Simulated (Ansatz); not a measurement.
# SnSe2 monolayer (1T): from the cell to its phonons, part 3 of 3

Aim: the vibrations of SnSe2 monolayer (1T), their spectra, and whether the structure is stable.

Ansatz 0.2.0; DFT PBEsol, scalar-relativistic, plane waves, PAW; PAW set soft_1.

So far. Step 3 (Tight relaxation): The largest force component left is 0.016 meV/Å, within the tolerances set. Step 4 (Linear response at the zone centre): Before it was imposed, the acoustic sum rule was missed by 7.4e-5 eV/Å² and the charge sum rule by 0.0035 e. Small misses are needed for a sound result but don't prove that mesh and cutoff are converged. The lowest optical mode is real, 109 cm⁻¹.

**5. The dispersion**

Stability and thermal properties need the whole zone. Linear response on a 3×3×1 q mesh gives force constants as far as a supercell of that size would, and the tensors from the zone-centre run are typed in so that the long-range dipole term is interpolated apart.

input.yaml reads:

```yaml
crystal:
  lattice:
    - [3.8021163291, 0.0, 0.0]
    - [-1.9010581645, 3.2927293291, 0.0]
    - [0.0, 0.0, 29.9272]
  atoms:
    - { symbol: Sn, position: [0.0, 0.0, 0.3341441899] }
    - { symbol: Se, position: [0.3333333333, 0.6666666667, 0.3871613955] }
    - { symbol: Se, position: [0.6666666667, 0.3333333333, 0.2811269843] }
  periodic: [true, true, false]
kpoints:
  mp_grid: { grid: [9, 9, 1] }
hamiltonian:
  xc: pbesol
  pseudopotentials: { kind: paw, azcp: { folder: soft_1 }, xc_functional: pbe }
scf:
  occupations: { method: fixed }
output:
  eigenvalues: true
phonons:
  method: dfpt
  qmesh: [3, 3, 1]
  temperatures: { t_max: 1000, t_step: 50 }
  qpath:
    path:
      - [0.0, 0.0, 0.0]
      - [0.5, 0.0, 0.0]
      - [0.33333333, 0.33333333, 0.0]
      - [0.0, 0.0, 0.0]
    npoints: 10
  isolated: true
  non_analytic_term:
    high_frequency_dielectric_tensor: [[3.1018, 0.0, 0.0], [0.0, 3.1018, 0.0], [0.0, 0.0, 1.1766]]
    born_effective_charges:
      - { species: Sn, tensor: [[4.9154, 0.0, 0.0], [0.0, 4.9154, 0.0], [0.0, 0.0, 0.2846]] }
      - { species: Se, tensor: [[-2.4577, 0.0, 0.0], [0.0, -2.4577, 0.0], [0.0, 0.0, -0.1423]] }
      - { species: Se, tensor: [[-2.4577, 0.0, 0.0], [0.0, -2.4577, 0.0], [0.0, 0.0, -0.1423]] }
    source: "zone-centre run at this cell"
```

Command:

```sh
ansatz run input.yaml --threads 8 --pin off --max-ram 16384MiB --backend cpu --events-out ev --progress --plain --runs-dir out
```

Numbers of over 12 decimals in the logs are rounded to 6 here.

What it wrote:

```text
Warning: phonons: the dynamical matrix that this run interpolates holds no multipole term above the dipole-dipole one, and a site of this crystal is no centre of inversion, so its interpolated transverse optical and acoustic branches and sound speeds can stay off near Gamma, and the density of states and the thermodynamics with them. What a run solves at a wave vector of phonons.qpoints, Gamma apart, where the deck admits one, is free of this, and under fd what a larger phonons.supercell samples
[...]
Crystal: 3 atoms, lattice volume = 374.669 Å³
Basis set: ecut = 420 eV, 7301 PW (Γ), exchange–correlation on 54×54×432 points (8 copies of the dense FFT grid, shifted against one another)
Bands: 28, of which v1, the nominal top of the filled ones, is band 23 counted from 1 (22 counted from 0)
Symmetry: 12 space group operations
k-points: 12 of 81 (irreducible under 6 space group operations, time reversal used)
[...]
SCF iter  11: F=-16799.249206 eV  HF=-16799.249206 eV  |F-HF|=5.46e-11  |Δ(HF+E_count)|=  3.64e-11  Δρ=1.17e-8  dr2=4.56e-13  ethr=1.00e-12  ⟨swp⟩=26.0  Hψ=2910  notcnv=0
SCF 1 converged in 11 iterations: F = -16799.249206 eV  dr2 = 4.56e-13
[...]
DFPT response loops at q = (0, 0, 0) (fractional): preconditioner auto → none (the input reference at scf.mixing.eps_inf says where Resta's filter doesn't serve); β = 0.50; Broyden in place of MSR1
[...]
SCF converged after 11 iterations
Free energy (F): -16799.249206 eV
[...]
Internal energy: -16799.249206 eV  (E = F + TS)
E sigma→0 (E₀):  -16799.249206 eV
Fermi energy:    -5.980527 eV
[...]
--- Band table (eV; the first three rows and the last of 12) ---
  k-point 0: bands = [... 19 lower, -6.4655, -6.4655, -6.0596, -6.0596, -4.3548, -2.9473, -1.3741, -1.3741, ... 1 higher]
  k-point 1: bands = [... 19 lower, -7.1337, -6.8477, -6.6929, -5.9805, -3.7873, -2.3040, -1.5030 (-1.5030°), -1.0856, ... 1 higher]
  k-point 2: bands = [... 19 lower, -7.7583, -7.4534, -6.9297, -6.0548, -3.9514, -1.9812, -0.5952 (-0.5953°), -0.5417, ... 1 higher]
  k-point 11: bands = [... 19 lower, -9.7569, -9.3784, -6.9000, -6.9000, -4.1653, -0.7582, -0.7582, 0.6591, ... 1 higher]
  ° read free of the cell's end (the report's vacuum.weakly_bound_levels)
--- Phonons (Γ-DFPT): 6 representative perturbations + reference (Σ response iterations 21) ---
  ASR residual: 2.773e-5 → 0.000e0 eV/Å²; symmetrization residual: 3.194e-5 eV/Å²
[...]
ASR residual per site (eV/Å²): 2.77e-5 1.32e-5 1.74e-5
  Γ frequencies (cm⁻¹): 0.00 0.00 0.00 108.72 108.72 146.83 146.83 184.28 257.99
--- Phonons (arbitrary-q DFPT): 3 irreducible q on the 3×3×1 mesh ---
  q = [0.0000, 0.0000, 0.0000] (star 1, of the zone-centre solve; hermiticity 3.85e-6, symmetrization 7.50e-11, taken by the last average 2.41e-7): -0.00 0.00 0.00 108.72 108.72 146.83 146.83 184.28 257.99
  q = [0.0000, 0.3333, 0.0000] (star 6, 9 solved perturbations on 45 of 81 k-point pairs; hermiticity 2.93e-6, symmetrization 4.50e-10, taken by the last average 7.44e-7): 41.57 61.78 103.23 110.54 151.80 158.20 166.76 180.33 220.14
  q = [0.3333, 0.3333, 0.0000] (star 2, 6 solved perturbations in 192 linear systems a pass and spin channel, the states on 45 of 81 k-point pairs; hermiticity 4.95e-6, symmetrization 8.68e-7, taken by the last average 5.53e-7): 55.18 111.73 111.73 139.82 139.82 155.03 155.95 192.73 192.73
  sum rule: each row above includes the acoustic sum rule's correction from the zone centre's row sums; it moved no ω² by more than (0.25 cm⁻¹)²
  mesh force constants: q→R imaginary residual 0.00e0; ASR residual 2.773e-5 → 0.000e0 eV/Å²; symmetrization residual 1.776e-15 eV/Å²
  interpolated dispersion: 31 rows × 9 modes
  density of states and harmonic sums: on the 21×21×1 q-mesh, interpolated from the force constants of a 3×3×1 supercell (with the dipole–dipole term of supplied tensors)
  largest difference from the sums on the solved wave vectors: F 4.72e-2 eV, S 6.13e-5 and C_V 1.40e-5 eV/K
  zero-point energy: 0.073874 eV/cell   skipped modes (ω ≤ 0): 12, of them read as no rigid motion or as one in doubt: 9 (1.633e-1 modes/cell left out, lowest -16.63 cm⁻¹)   left out of the sums: 1.89e-2 of the cell's modes: C_V's classical limit lies that fraction below 3 k_B per atom; for a crystal, a wire or a layer, F and S can be off by more, and a phonons.interpolated_qmesh denser along its periods is the remedy for the sampling
```

Wall time 94 s (8 threads of Arm Neoverse V2, shared host); peak memory 2 GiB; 12 min of CPU time.

This step gave:

* sum-rule residual before enforcement: 2.77e-5 eV/Å²
* lowest frequency on the path: -16.55 cm⁻¹
* highest frequency on the path or at a solved wavevector: 258 cm⁻¹
* lowest mode on the q mesh (acoustic modes at Γ apart): 41.57 cm⁻¹

Frequencies (cm⁻¹) solved at each irreducible wavevector; negative means imaginary. Frequencies by wavevector, by row:

```
q in reciprocal lattice units  star  mode 1  mode 2  mode 3  mode 4  mode 5  mode 6  mode 7  mode 8  mode 9
                        0 0 0     1       0       0       0   108.7   108.7   146.8   146.8   184.3     258
                   0 0.3333 0     6    41.6    61.8   103.2   110.5   151.8   158.2   166.8   180.3   220.1
              0.3333 0.3333 0     2    55.2   111.7   111.7   139.8   139.8     155   155.9   192.7   192.7
```

Interpolated from a 3×3×1 q mesh, with the LO-TO term (at Γ the limit along the path; where Γ stands inside the path, tables give the limit on arrival). Phonon branches along the path, in cm⁻¹:

```
point  branch 1  branch 2  branch 3  branch 4  branch 5  branch 6  branch 7  branch 8  branch 9
    Γ         0         0         0       109       109       147       147       184       258
    M        58        66       102       122       144       153       174       174       222
    K        55       112       112       140       140       155       156       193       193
    Γ         0         0         0       109       109       147       147       184       258
```

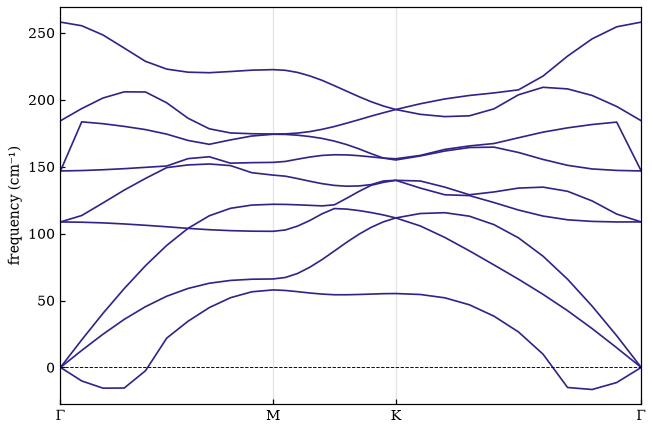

Phonon branches along the path.

The phonon density of states has structure finer than the step of the table below, so its rows give means over 20 cm⁻¹, whole bins alone (the curve runs from -17.5 to 258 cm⁻¹). Peaks (cm⁻¹: height): 52.5: 0.0733, 107.5: 0.0860, 117.5: 0.0838, 137.5: 0.0821, 157.5: 0.0848, 207.5: 0.0542, 217.5: 0.0462.

Tetrahedra on a 21×21×1 mesh, mean over bins of 5 cm-1. Interpolated from a 3×3×1 q mesh. Table of phonon density of states by wavenumber; means over each step:

```
wavenumber (cm⁻¹)  phonon density of states (1/cm⁻¹/cell)
                0                                 0.00434
               20                                 0.00946
               40                                  0.0256
               60                                  0.0379
               80                                  0.0214
              100                                  0.0402
              120                                  0.0576
              140                                  0.0518
              160                                  0.0708
              180                                  0.0555
              200                                  0.0326
              220                                  0.0309
              240                                 0.00505
```

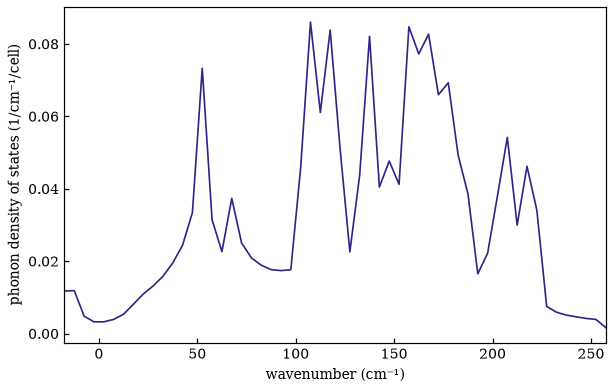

Phonon density of states against wavenumber.

The partial phonon density of states has structure finer than the step of the table below, so its rows give means over 20 cm⁻¹, whole bins alone (the curve runs from -31.5 to 276 cm⁻¹). Peaks (cm⁻¹: height): Se 53.5: 0.0258, 107.6: 0.0674, 136.6: 0.0636, 167.5: 0.103; Sn 53.5: 0.0343, 67.1: 0.0214, 74.8: 0.0162, 117.3: 0.0204, 150.1: 0.0243, 165.6: 0.0240, 217.8: 0.0250.

Phonopy on the run's constants, 17x17x1 mesh, Gaussian sigma 2.2 cm-1. Interpolated from a 3×3×1 q mesh. Table of partial phonon density of states by wavenumber; means over each step; values in 1/cm⁻¹/cell:

```
wavenumber (cm⁻¹)       Se       Sn
              -20  0.00532  0.00364
                0   6.8e-4   5.0e-4
               20  0.00539  0.00409
               40   0.0118   0.0109
               60   0.0195   0.0233
               80  0.00942   0.0112
              100   0.0307  0.00840
              120   0.0444   0.0133
              140   0.0413  0.00975
              160   0.0637   0.0202
              180   0.0392  0.00964
              200   0.0142   0.0128
              220   0.0116   0.0186
              240  0.00214  0.00266
              260   6.8e-4   8.9e-4
```

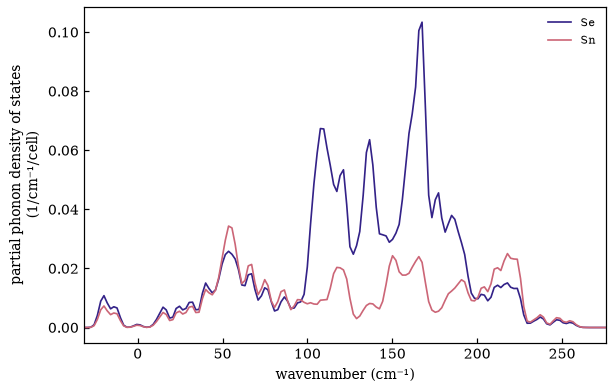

Partial phonon density of states against wavenumber.

Symmetry leaves 3 wavevectors to solve. The lowest mode among them, the acoustic zeros apart, lies at q = (0, 0.333, 0) and is real, 41.6 cm⁻¹. Between them the interpolated path dips to 17i cm⁻¹.

**6. Another isotope, element Se, natural mass 78.971 amu**

An isotope changes the mass and not the force constants, so no new electronic calculation is needed; the shifts show which modes move this element.

The same force constants with the mass of Se changed from 78.971 to 81.917 u (phonopy, no LO-TO term). Both lists are sorted by frequency; levels can cross, so a row need not hold one and the same mode. Modes under 3 cm⁻¹ are left out. Isotope shifts, by row:

```
              q  rank  natural mass (cm⁻¹)  changed mass (cm⁻¹)
          0 0 0     4                108.7                106.8
          0 0 0     5                108.7                106.8
          0 0 0     6                146.8                145.7
          0 0 0     7                146.8                145.7
          0 0 0     8                184.3                180.9
          0 0 0     9                  258                  256
     0 0.3333 0     1                41.57                 41.2
     0 0.3333 0     2                61.78                61.22
     0 0.3333 0     3                103.2                101.4
     0 0.3333 0     4                110.5                109.3
     0 0.3333 0     5                151.8                150.3
     0 0.3333 0     6                158.2                155.4
     0 0.3333 0     7                166.8                164.3
     0 0.3333 0     8                180.3                177.9
     0 0.3333 0     9                220.1                218.7
0.3333 0.3333 0     1                55.18                54.75
0.3333 0.3333 0     2                111.7                110.8
0.3333 0.3333 0     3                111.7                110.8
0.3333 0.3333 0     4                139.8                137.4
0.3333 0.3333 0     5                139.8                137.4
0.3333 0.3333 0     6                  155                153.1
0.3333 0.3333 0     7                155.9                153.4
0.3333 0.3333 0     8                192.7                190.7
0.3333 0.3333 0     9                192.7                190.7
```

A mode of this element alone would shift by -1.81 %. The highest zone-centre frequency without the field goes from 258.0 to 256.0 cm⁻¹ (-0.8 %). The product of the frequency ratios over all optical modes at Γ is 0.925; the product rule, (m/m′)^(3k/2) (M′/M)^(3/2) with k = 2 such atoms and M the mass of the cell, gives 0.925.

**7. Isotope substitution, element Sn, natural mass 118.71 amu**

The same for Sn, from 118.71 to 123.91 u.

A mode of this element alone would shift by -2.12 %. The highest zone-centre frequency without the field goes from 258.0 to 254.9 cm⁻¹ (-1.2 %). The product of the frequency ratios over all optical modes at Γ is 0.964; the product rule, (m/m′)^(3k/2) (M′/M)^(3/2) with k = 1 such atoms and M the mass of the cell, gives 0.964.

**8. Outcome**

| Item | Value |
| --- | --- |
| space group after relaxation (within 0.01 Å) | P-3m1 |
| area per atom | 4.17 Å² |
| gap on the k-mesh | 0.800 eV |
| highest optical mode at the zone centre (no LO-TO term) | 258 cm⁻¹ |
| lowest optical zone-centre mode | 109 cm⁻¹ |
| largest Born charge (third of the trace) | 3.37 e |
| lowest mode on the q mesh (acoustic modes at Γ apart) | 41.6 cm⁻¹ |
| highest frequency on the path or at a solved wavevector | 258 cm⁻¹ |
| imaginary modes on the 3×3×1 q mesh | none |

What this shows: No mode is imaginary at the 3 irreducible wavevectors solved, but between them the interpolated path dips to 16.5i cm⁻¹, so stability is not settled. Without the field, the optical modes at Γ span 109 to 258 cm⁻¹. The strongest infrared line is at 147 cm⁻¹. Averaged over orientations, the strongest Raman line at 532 nm and 300 K is at 184 cm⁻¹. The tensors are the static, non-resonant ones, while 532 nm light (2.33 eV) lies above the computed gap. The interpolated path dips to 17i cm⁻¹ between the solved wavevectors, which may come from the interpolation; a denser q mesh would tell. In a sheet or slab the interpolated bending branch near Γ is rough, since the rotational sum rule isn't imposed. Dielectric tensors refer to the cell with its vacuum. Spin-orbit coupling is left out, which can matter for the heavy elements here. The PAW files were made for PBE and serve the other functionals too. The starting cell was built on a prototype and not taken from a measurement. These are harmonic frequencies at zero temperature: anharmonic shifts, linewidths and thermal expansion are left out.

[Logs are printed without paths, hosts, clocks, repeated set-up lines and the standing remarks that a program may print on its own settings, such as how far it seeks lower states.]

[Hosts, paths, dates, database ids (printed as entryN), source tags and the programs' standing remarks are cut or masked in the printed files.]
